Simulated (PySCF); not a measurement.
**C$_{7}$H$_{9}$FO: excited-state calculation**

C$_{7}$H$_{9}$FO, computed with TDDFT PBE0/def2-SVPD, vertical, gas phase, core orbitals frozen in the response (PySCF 2.14.0).

The geometry comes from this level: GFN2-xTB.

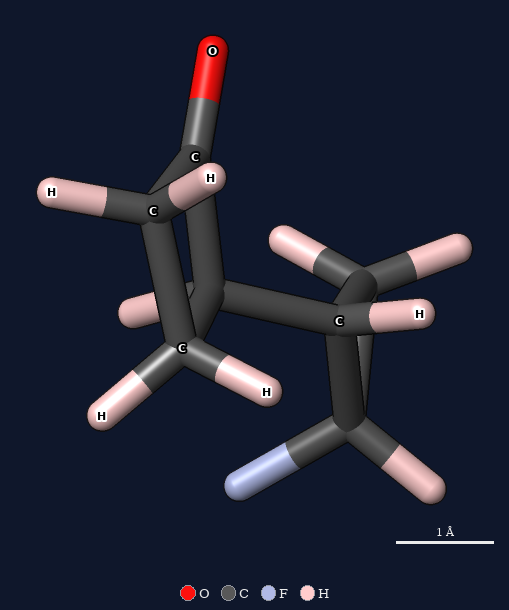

*The structure as given in the input (stick view, seen at a tilt).*

**Input**
```
{"job": {"kind": "uv", "xc": "PBE0", "basis": "def2-SVPD", "nstates": 6, "ntriplets": 2}, "charge": 0, "multiplicity": 1}
O      1.064606     0.283920     2.357636
C      1.232103     0.226053     1.175724
C      2.331173     0.686236     0.243415
C      1.431325     0.317240    -0.949761
C      0.385557    -0.285727     0.016602
C     -1.023803     0.239429    -0.054204
C     -2.106877    -0.446181     0.738069
C     -2.085692    -0.559944    -0.749733
F     -1.733510    -1.761176    -1.293044
H      3.237601     0.090256     0.333661
H      2.600056     1.735950     0.345184
H      1.057967     1.182571    -1.492690
H      1.860786    -0.386519    -1.657778
H      0.367925    -1.377624    -0.005728
H     -1.089309     1.316459    -0.153122
H     -2.878616     0.148721     1.199085
H     -1.824727    -1.320308     1.303612
H     -2.835327    -0.083039    -1.368585
```

The first line tells a small driver script what to run in PySCF; the rest is the geometry in Å.

Command:
```bash
OMP_NUM_THREADS=1 python <driver script> task.json out
```

**The program's output**
```
coarse grid: 15360 points
cycle   1  E = -446.1613682586  dE =  1.476e+00  |g| = 8.098e-01  |ddm| = 6.909e+00
cycle   2  E = -445.8149623078  dE =  3.464e-01  |g| = 1.574e+00  |ddm| = 3.384e+00
cycle   3  E = -446.2869902921  dE = -4.720e-01  |g| = 2.084e-01  |ddm| = 2.513e+00
cycle   4  E = -446.2959369297  dE = -8.947e-03  |g| = 6.563e-02  |ddm| = 4.393e-01
cycle   5  E = -446.2967261268  dE = -7.892e-04  |g| = 1.813e-02  |ddm| = 1.261e-01
cycle   6  E = -446.2967889292  dE = -6.280e-05  |g| = 4.963e-03  |ddm| = 3.886e-02
cycle   7  E = -446.2967935409  dE = -4.612e-06  |g| = 1.107e-03  |ddm| = 9.404e-03
final grid: 149616 points
cycle   8  E = -446.3682317049  dE = -3.729e-05  |g| = 1.386e-02  |ddm| = 2.334e-01
cycle   9  E = -446.3681321713  dE =  9.953e-05  |g| = 2.640e-02  |ddm| = 6.329e-02
cycle  10  E = -446.3682712588  dE = -1.391e-04  |g| = 2.779e-03  |ddm| = 3.830e-02
cycle  11  E = -446.3682728867  dE = -1.628e-06  |g| = 3.535e-04  |ddm| = 4.115e-03
cycle  12  E = -446.3682729034  dE = -1.674e-08  |g| = 1.783e-04  |ddm| = 8.496e-04
cycle  13  E = -446.3682729091  dE = -5.652e-09  |g| = 2.114e-05  |ddm| = 3.769e-04
cycle  14  E = -446.3682729092  dE = -9.140e-11  |g| = 7.545e-06  |ddm| = 9.138e-05
```

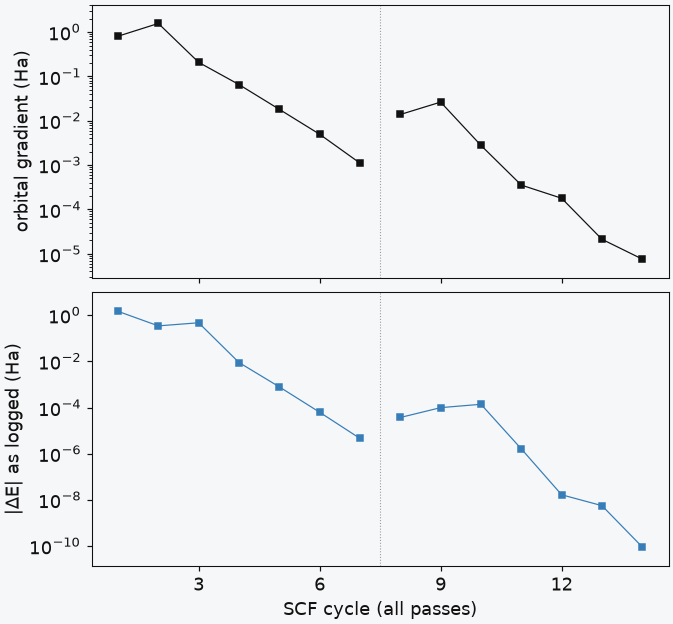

*Convergence of the self-consistent field: orbital gradient and size of the energy change against the SCF cycle. The dotted line marks the change from a coarse to the final integration grid.*

The first 7 cycles use a coarse grid, the final grid takes over at cycle 8, and the field converges after 14 cycles in all.

```
converged SCF energy = -446.3682729092

Static polarisability (au): isotropic 80.254, principal 65.286 82.091 93.385

Singlet excitations
state   eV       nm        f      main configurations
  1   4.1769    296.8   0.00100   H->L 0.95
  2   6.4976    190.8   0.00159   H-1->L 0.52, H-2->L 0.46
  3   6.5907    188.1   0.01703   H-2->L 0.48, H-1->L 0.44
  4   6.6642    186.0   0.03467   H->L+1 0.94
  5   7.0832    175.0   0.00593   H->L+2 0.65, H->L+3 0.26
  6   7.2698    170.5   0.00644   H->L+3 0.69, H->L+2 0.26

Triplet excitations (Tamm-Dancoff, eV): 3.6123 5.8955
```

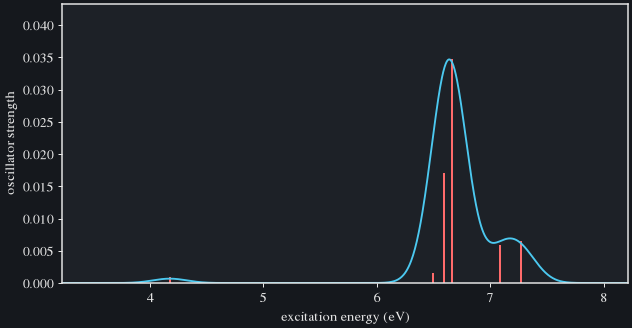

*Computed excitations as sticks (degenerate states added up, dark ones marked on the axis), with a Gaussian envelope of 0.35 eV full width at half maximum, scaled to the tallest.*

Of the 6 states the lowest lies at 4.18 eV (f = 0.001); the strongest line is at 6.66 eV, or 186 nm (f = 0.035).

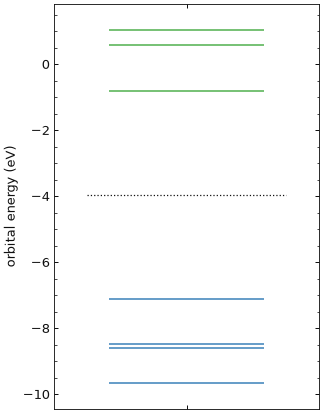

*Orbital energies near the frontier; the dotted line parts filled from empty levels, and levels within 0.02 eV of each other stand side by side.*

Highest filled −7.12 eV, lowest empty −0.82 eV, 6.30 eV apart.

**Key numbers**

```tsv
quantity	value
outcome	converged
total energy	−446.368273 hartree
HOMO	−7.12 eV
LUMO	−0.82 eV
dipole moment	2.47 D
mean polarisability	80.25 a.u.
lowest singlet excitation	4.18 eV
hardware	1 CPU thread, shared host
wall time	63 s
peak memory	1 GiB
```
